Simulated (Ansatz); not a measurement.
# InN2H5 (SMILES [NH2][InH][NH2]): CCSD/def2-SVP (core potential)

Aim: the vertical singlet–triplet gap of InN2H5 at CCSD/def2-SVP (core potential), from 2 runs. 

The calculation is run with Ansatz 0.2.0.

53 further runs of the same task are left out: 53 set aside as unsound or not needed.

## (1) The structure to begin with

InN2H5: 8 atoms, total charge 0, spin state singlet. SMILES: `[NH2][InH][NH2]`. The shape is that of a PBE0-D4/def2-TZVP optimisation.

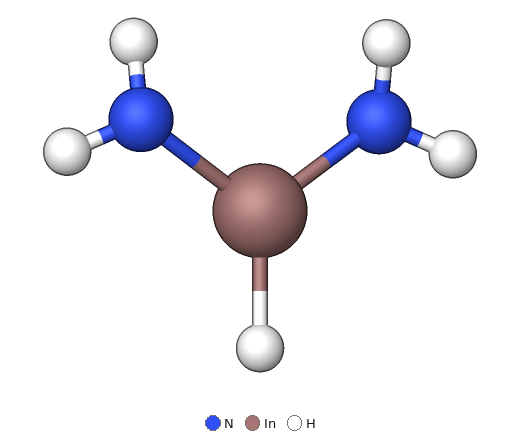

Viewed from a chosen angle; nitrogen blue, indium brown, hydrogen white.

## (2) A single-point energy at CCSD/def2-SVP (core potential)

The input, molecule.yaml:

```yaml
crystal:
  periodic: [false, false, false]
  atoms:
    - {symbol: N, position_ang: [-0.969700, 0.858000, -1.127000]}
    - {symbol: In, position_ang: [0.248000, 0.564800, 0.455500]}
    - {symbol: N, position_ang: [0.742700, -1.375200, 0.709600]}
    - {symbol: H, position_ang: [-1.482100, 0.076800, -1.506600]}
    - {symbol: H, position_ang: [-1.538200, 1.689200, -1.171800]}
    - {symbol: H, position_ang: [0.799000, 1.819200, 1.467500]}
    - {symbol: H, position_ang: [1.570900, -1.614700, 1.231800]}
    - {symbol: H, position_ang: [0.629500, -2.018100, -0.059000]}
basis:
  gaussian: {orbitals: def2-SVP}
correlation: {method: ccsd, frozen_orbitals: {H: 0, In: 4, "N": 1}}
accuracy: high
scf: {omitted_lower_state_checks: [cluster_reference, increment]}
```

Launch:

```bash
ansatz run molecule.yaml --threads 1 --pin off --max-ram 3480MiB --events-out events.jsonl --progress --plain --runs-dir runs
```

The program printed, cut to the lines that bear on the results:

```text
Warning: RAYON_NUM_THREADS=1 ignored (pool sized by the plan → 1); use --threads N
Functional definition: HF
  name "HF"
[...]
1942 factors; integrals over basis functions are off by at most 3.4e-9 eV
[...]
mean field -8188.34089006 eV, -300.9159774528 hartree, gradient 9.8e-8 eV, S^2 0.000000; 0 other end points of the search recorded, 0 dependent functions left out
6 core orbitals not correlated: weight in the atoms' cores, before any rotation towards them, 1.000 or more for the frozen orbitals, at most 0.000 for the correlated occupied ones
reference -8188.34089006 eV, -300.9159774528 hartree; 14, 14 occupied and 59, 59 virtual orbitals, 1942 factors
second order -12.10038950 eV of doubles, -0.00000000 eV of singles
cycle   1  -12.48674412 eV  change   -3.9e-1 eV  update   9.3e-2
[...]
cycle  21  -12.92901550 eV  change   -1.2e-9 eV  update   2.9e-9
Total energy: -8201.26990556 eV, -301.3911100090 hartree
Checks for a lower state left out: cluster_reference, increment
```

Wall time 16 s (1 thread of Intel Xeon Platinum 8259CL at 2.50GHz (Skylake/Cascade Lake), shared host); peak memory 0.46 GiB.

## (3) The triplet, same level

The input, input.yaml:

```yaml
crystal:
  periodic: [false, false, false]
  atoms:
    - {symbol: "N", position_ang: [-0.969700, 0.858000, -1.127000]}
    - {symbol: In, position_ang: [0.248000, 0.564800, 0.455500]}
    - {symbol: "N", position_ang: [0.742700, -1.375200, 0.709600]}
    - {symbol: H, position_ang: [-1.482100, 0.076800, -1.506600]}
    - {symbol: H, position_ang: [-1.538200, 1.689200, -1.171800]}
    - {symbol: H, position_ang: [0.799000, 1.819200, 1.467500]}
    - {symbol: H, position_ang: [1.570900, -1.614700, 1.231800]}
    - {symbol: H, position_ang: [0.629500, -2.018100, -0.059000]}
basis:
  gaussian:
    orbitals: def2-SVP
magnetization:
  spin_polarized: true
  initial_magnetization: 2
correlation:
  method: ccsd
  frozen_orbitals: {H: 0, In: 4, "N": 1}
accuracy: high
scf:
  omitted_lower_state_checks: [cluster_reference, increment]
```

Launch:

```bash
ansatz run input.yaml --threads 1 --pin off --max-ram 3480MiB --events-out events.jsonl --progress --plain --runs-dir runs
```

The program printed, cut to the lines that bear on the results:

```text
Warning: RAYON_NUM_THREADS=1 ignored (pool sized by the plan → 1); use --threads N
[... 2 set-up lines as earlier in the session ...]
[...]
1942 factors; integrals over basis functions are off by at most 3.4e-9 eV
[...]
mean field -8184.19168066 eV, -300.7634968198 hartree, gradient 1.3e-8 eV, S^2 2.015123; 10 other end points of the search recorded, 0 dependent functions left out
6 core orbitals not correlated: weight in the atoms' cores, before any rotation towards them, 1.000 or more for the frozen orbitals, at most 0.000 for the correlated occupied ones
reference -8184.19168066 eV, -300.7634968198 hartree; 15, 13 occupied and 58, 60 virtual orbitals, 1942 factors
second order -11.05052734 eV of doubles, -0.00000000 eV of singles
cycle   1  -11.68647130 eV  change   -6.4e-1 eV  update   9.1e-2
[...]
cycle  45  -12.16222373 eV  change  -1.7e-10 eV  update   3.1e-9
Total energy: -8196.35390438 eV, -301.2104502979 hartree
Checks for a lower state left out: cluster_reference, increment
```

Wall time 90 s (1 thread of Intel Xeon Platinum 8259CL at 2.50GHz (Skylake/Cascade Lake), shared host); peak memory 0.85 GiB.

## (4) What came out

At CCSD/def2-SVP (core potential), 6 core orbitals frozen:

| quantity | value |
| --- | --- |
| singlet: total energy | -301.39111 Eh |
| singlet: correlation energy (6 core orbitals frozen) | -475.1 mEh |
| singlet: T1 diagnostic | 0.014 |
| triplet: total energy | -301.21045 Eh |
| triplet: correlation energy (6 core orbitals frozen) | -447.0 mEh |
| triplet: ⟨S²⟩ of the reference determinant | 2.015 |
| triplet: T1 diagnostic | 0.031 |
| vertical energy of the triplet above the singlet | 4.916 eV |

At this shape the triplet lies 4.92 eV (113 kcal/mol) above the singlet.
